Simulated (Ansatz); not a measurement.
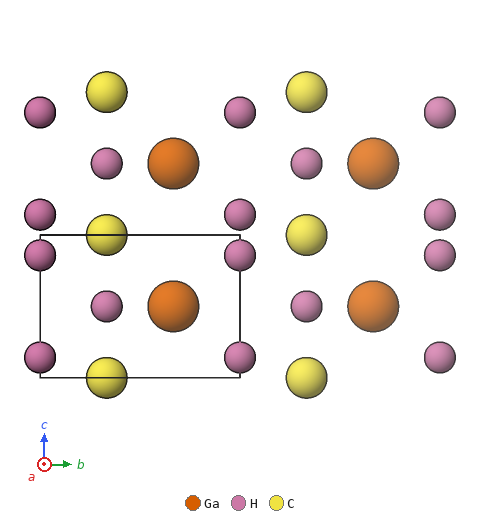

Projection along an edge of the hexagonal mesh, stacking direction c upwards. Every atom sits on one of the three columns of the mesh; call them A, B, C in the order in which they first turn up. The sequence starts with the first layer at or above the cell's origin.

The compound is GaH₃C, taken as coordinates from a relaxation with DFT PBE, scalar-relativistic, plane waves, PAW (Ansatz); the starting structure was generated, so it need not be a known form of this composition.

Give the sequence of layers in one repeat, with element and column.

Answer. C(A) – H(B) – H(A)+Ga(C) – H(B) (four layers in 2.67 Å).
